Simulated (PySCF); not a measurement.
Input

```
{"job": {"kind": "nmr", "xc": "PBE0", "basis": "pcSseg-1"}, "charge": 0, "multiplicity": 1}
C     -1.060647     1.304411    -1.283410
Si    -0.861416     0.306811     0.326012
C     -1.685913    -1.400698     0.194459
C     -1.463427     1.289347     1.838784
O      0.744769     0.072378     0.592674
Si     2.168753    -0.549938     0.167833
N      2.745106     0.279085    -1.221483
C      1.965942    -2.315829    -0.423513
N      1.848407    -3.404473    -0.758852
H     -0.621916     0.775766    -2.124813
H     -0.569823     2.271229    -1.213090
H     -2.105814     1.484956    -1.514419
H     -1.584550    -1.958321     1.121116
H     -2.745202    -1.323574    -0.027874
H     -1.223894    -1.993694    -0.589851
H     -2.527807     1.489935     1.772954
H     -0.952513     2.244209     1.920505
H     -1.286506     0.743435     2.760264
H      2.948335    -0.542623     1.404712
H      2.684623     1.283908    -1.248919
H      3.574571    -0.039376    -1.693561
```

Command:

```sh
OMP_NUM_THREADS=1 python probes_run.py task.json out
```

Geometry: GFN2-xTB.

All numbers below come from PySCF 2.14.0, PBE0/pcSseg-1, SCF density, gas phase, non-relativistic.

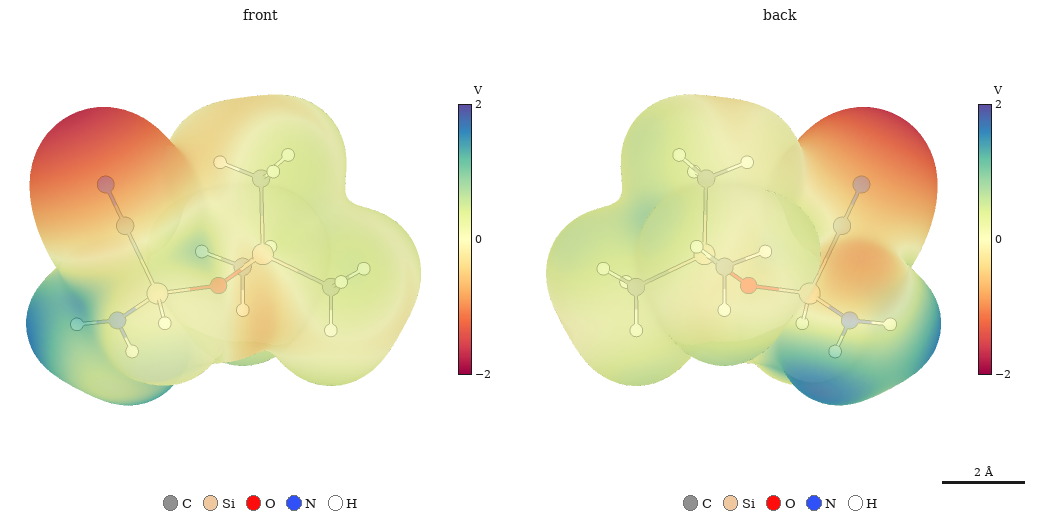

C₄H₁₂N₂OSi₂. The electrostatic potential painted on the density surface at 0.001 e/bohr³, seen from the front and from behind; the colour scale runs from red (negative) to blue (positive).

Question: Where is the surface potential most negative and most positive?

Answer: The most negative region (about −1.6 V) lies over N9, the most positive (about +1.6 V) over H20 and H21. N9 is the likeliest acceptor of a hydrogen bond.

Question: What dipole moment does the calculation give?

Answer: Its dipole moment is 4.01 D.
